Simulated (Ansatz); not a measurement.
H₁₄Si₉

```csv
atom,x (Å),y (Å),z (Å)
Si,0.7242,0.0000,-0.0600
Si,3.1161,0.0000,-0.0600
Si,0.1113,1.8761,-1.3695
Si,0.1113,-1.8761,-1.3695
Si,3.7290,1.8761,-1.3695
Si,3.7290,-1.8761,-1.3695
Si,1.9201,1.9605,-2.8871
Si,1.9201,-1.9605,-2.8871
Si,1.9201,0.0000,-4.2151
H,0.0623,3.1412,-0.5490
H,-1.2258,1.6823,-2.0383
H,0.0623,-3.1412,-0.5490
H,-1.2258,-1.6823,-2.0383
H,3.7780,3.1412,-0.5490
H,5.0661,1.6823,-2.0383
H,3.7780,-3.1412,-0.5490
H,5.0661,-1.6823,-2.0383
H,1.9201,3.1861,-3.7685
H,1.9201,-3.1861,-3.7685
H,0.7008,0.0000,-5.1053
H,3.1395,0.0000,-5.1053
H,0.1253,0.0000,1.3241
H,3.7150,0.0000,1.3241
```

These are results of DFT PBE, Gaussian basis def2-SVP in Ansatz, not measurements.

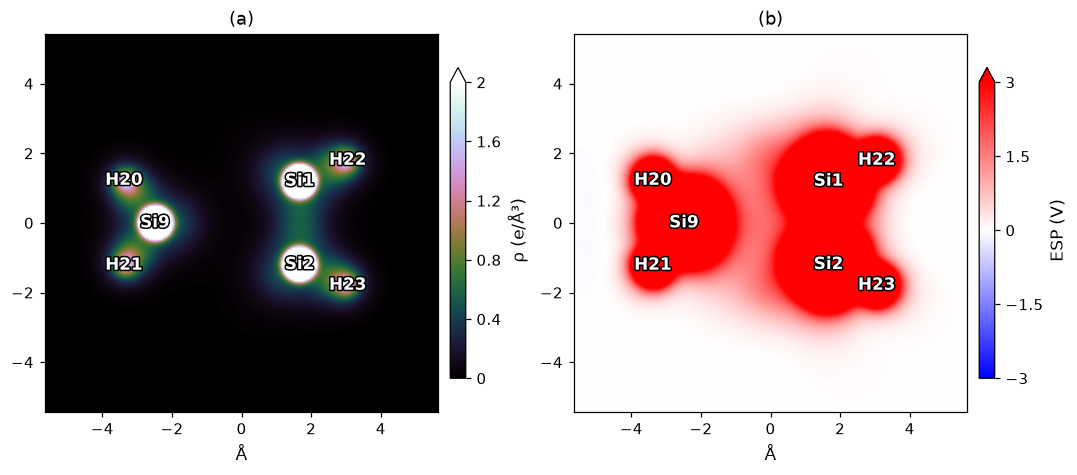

Figure 1. (a) total electron density; (b) molecular electrostatic potential on the plane of atoms H20, Si9 and H21.

Question: Interpret the plot.

Answer: Atoms in the plane: Si and H.
Si–Si (2.39 Å): the density is about 0.56 e/Å³ at the midpoint.
Si–H (1.51 Å): ρ is about 0.72 e/Å³ halfway.
The potential has no marked negative region in this plane.

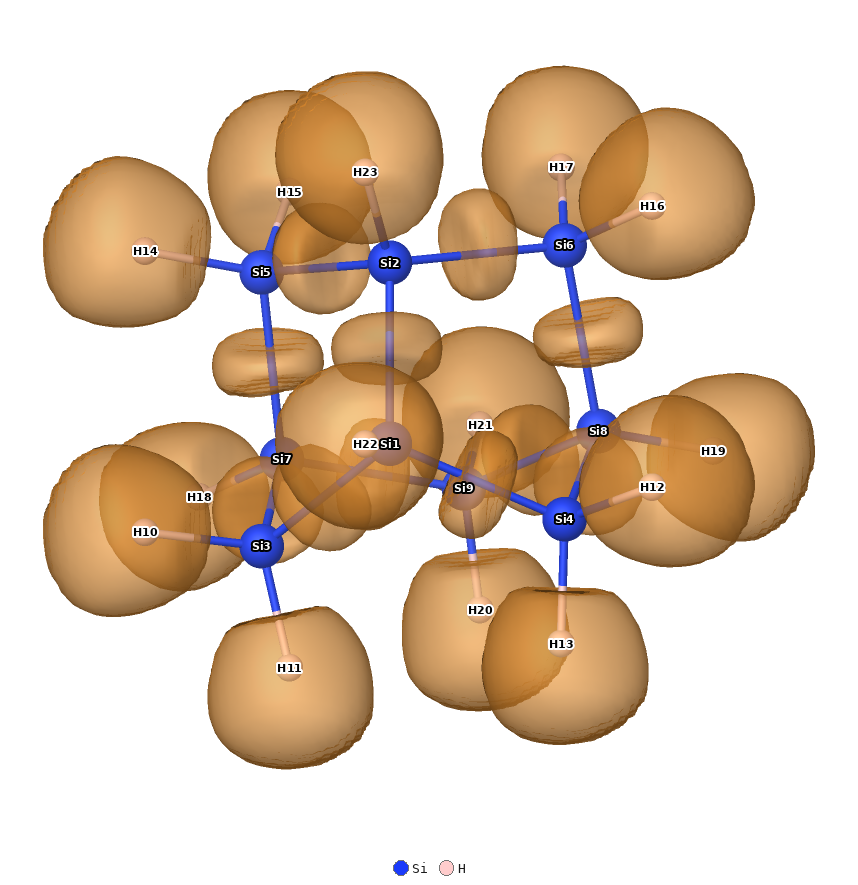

Figure 2. Isosurface of the electron localisation function at 0.85 (orange), seen at an oblique angle. Only the valence region is drawn (cores and ρ < 0.01 e/Å³ removed).

Question: Identify the bonds, lone pairs and shells in this picture.

Answer: The ELF exceeds this value in eleven regions between bonded Si–Si atoms (shared pairs) and 14 regions around hydrogen nuclei.


Si–Si (2.36 Å): the ELF peaks at about 1 between the atoms (a shared electron pair). Si–H (1.51 Å): the ELF climbs to about 1 towards the hydrogen, as it does in any bond to H.

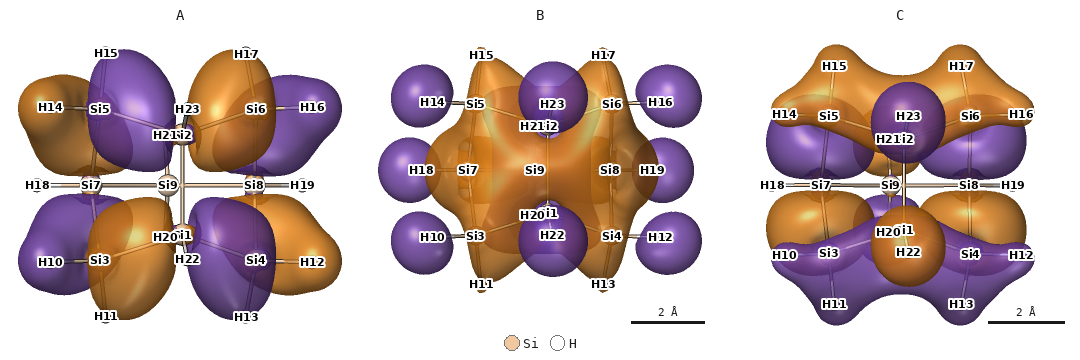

Figure 3. Three frontier orbitals at ±0.05 Å⁻³ᐟ² (orange and purple are the two phases), in no order.

Question: Order the three orbitals by energy and name them.

Answer: C is the HOMO−1 (−6.73 eV). By Hirshfeld shares it lies mainly on Si7 (about 15 %), Si8 (about 15 %), Si4 (about 10 %), Si3 (about 10 %), Si6 (about 10 %) and Si5 (about 10 %). A is the HOMO (−6.40 eV). By Hirshfeld shares it lies mainly on Si1 (about 15 %), Si2 (about 15 %), Si3 (about 10 %), Si4 (about 10 %), Si5 (about 10 %) and Si6 (about 10 %). B is the LUMO (−2.03 eV). Its weight (Hirshfeld) is mainly on Si1 (about 10 %), Si2 (about 10 %), Si3 (about 5 %), Si4 (about 5 %), Si5 (about 5 %) and Si6 (about 5 %).

Question: What is the HOMO–LUMO gap?

Answer: 4.37 eV between the orbital energies.
